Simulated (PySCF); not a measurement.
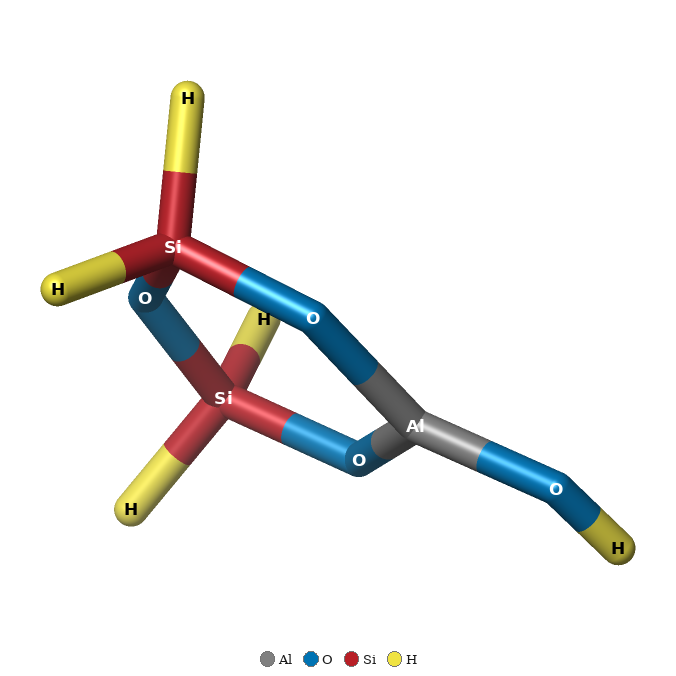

The geometry was computed by an optimisation with PBE0-D3(BJ)/def2-SVP. No frequency run is at hand to confirm it as a minimum.

> Give the formula.

AlH5O4Si2, 12 atoms: 1 aluminium, 5 hydrogen, 4 oxygen and 2 silicon.

> How many bonds of each kind are drawn?

4 O–Si, 4 Si–H, 3 Al–O, 1 O–H. Sticks follow a distance rule.

The parts below concern this one geometry. Atoms keep their numbers from picture to picture.

Dipole moment

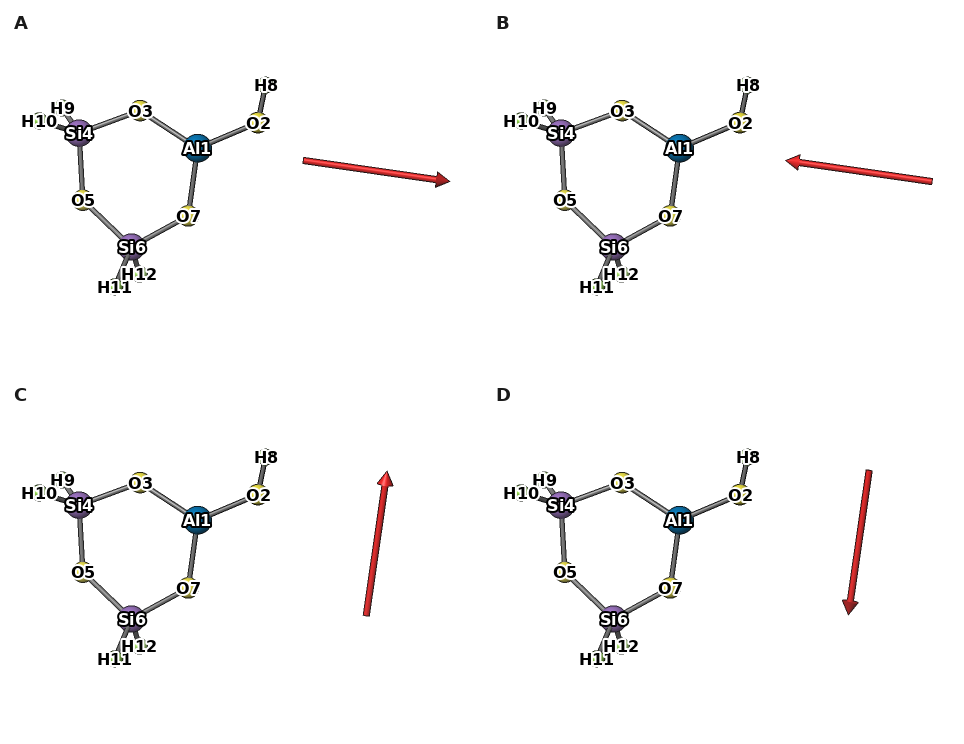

The same molecule four times, each with an arrow. No frequency run is at hand to confirm it as a minimum. Level of theory: CAM-B3LYP/def2-SVPD, gas phase (PySCF 2.14.0).

> Which arrow points along the dipole moment, from the negative to the positive end?

C. The dipole moment is 1.43 D; it points from the side of H11, H12 to the side of H8 (the outermost atoms at the two ends).

Excitation

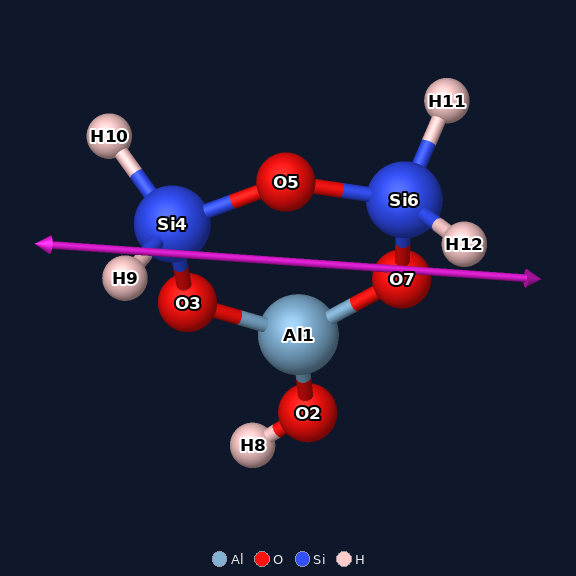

The double arrow shows the direction of the transition dipole to excited singlet state 7 (its length means nothing). No frequency run is at hand to confirm it as a minimum. Method: TDDFT CAM-B3LYP/def2-SVPD, vertical, gas phase, core orbitals frozen in the response (PySCF 2.14.0).

> How is the transition polarised?

Nearly parallel to the O5–Si6 bond.

> Give its energy, strength and character.

7.94 eV (156 nm), oscillator strength 0.041, mainly HOMO−5 → LUMO (weight 0.72); transition dipole 1.16 D.

Core levels

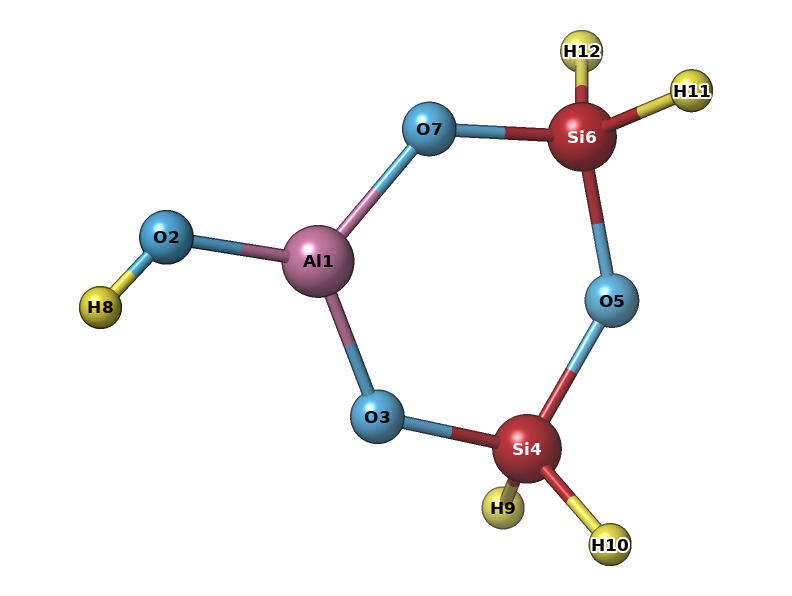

No frequency run is at hand to confirm it as a minimum. Method: delta-SCF UKS SCAN, pcX-2 on the ionised atom (unc-x2c-TZVPall on a metal), pcseg-1 elsewhere, spin-free X2C (PySCF 2.14.0).

Give the core-electron binding energies (to vacuum; p and d levels without spin–orbit splitting) of Al1 1s, Al1 2p, O2 1s, O3 1s, Si4 1s, Si4 2p, O5 1s.

| atom | level | binding energy (eV) |
| --- | --- | --- |
| Al1 | 1s | 1568.2 |
| Al1 | 2p | 81.6 |
| O2 | 1s | 538.6 |
| O3 | 1s | 537.8 |
| Si4 | 1s | 1848.1 |
| Si4 | 2p | 108.2 |
| O5 | 1s | 537.9 |

NMR shielding

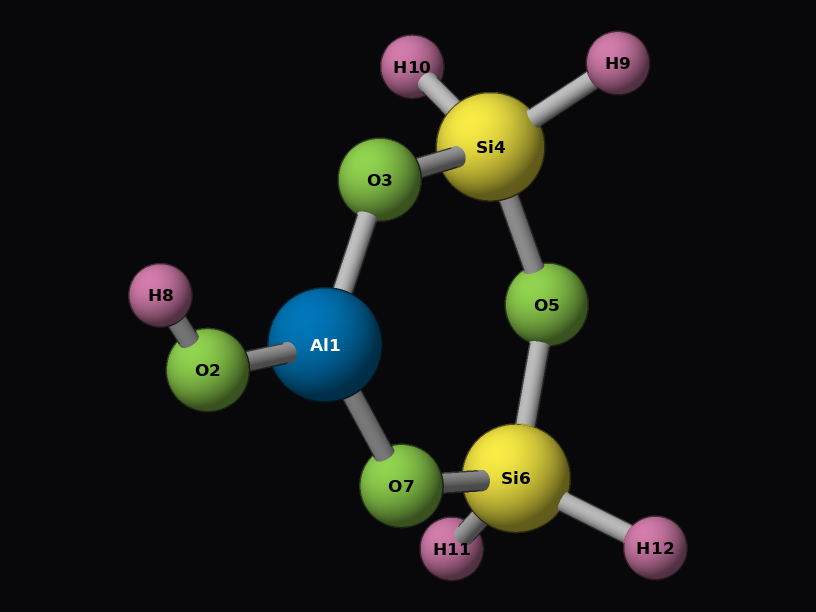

No frequency run is at hand to confirm it as a minimum. Level of theory: GIAO B3LYP/pcSseg-1 (pcSseg-2 on Al) NMR shielding, non-relativistic, gas phase (PySCF 2.14.0). Principal shieldings σ11 ≤ σ22 ≤ σ33, span Ω = σ33 − σ11, skew κ = 3(σiso − σ22)/Ω.

Give the shielding tensors of the Al atoms.

```json
{"atom": "Al1", "σ11": "406.4", "σ22": "460.4", "σ33": "537.2", "σiso": "468.0", "Ω": "130.8", "κ": "0.17"}
```

Shieldings and span in ppm.
